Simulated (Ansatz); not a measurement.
The starting structures come from a database of crystals and need not be the phases stable at ambient conditions.

 Where the default PAW files enter, the runs use the earlier of Ansatz's two default sets.

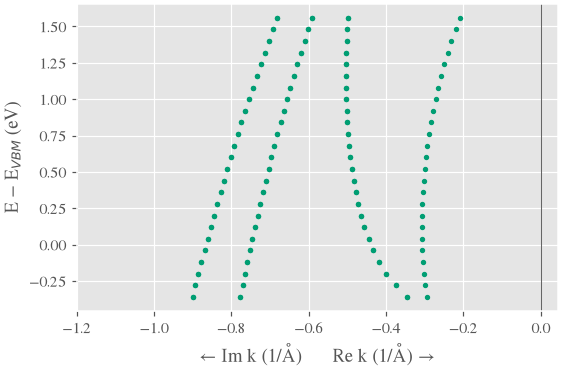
Fig. 1. Complex bands at the centre of the two-dimensional zone; r2SCAN in Ansatz (a first-principles code)

No gap correction and no spin-orbit coupling; mid-gap values are interpolated between computed energies.

Problem. This is Ba$_{2}$NCl (R-3m, not sure to be the ambient phase, 4 atoms a cell, 28.3 Å³ an atom) along the normal of (001). Read off the slowest decay at the centre of the two-dimensional zone at 0.68 eV, the computed energy nearest the middle of the gap.

Solution. κ ≈ 0.29 1/Å, a decay length 1/(2κ) of the density of 1.7 Å.
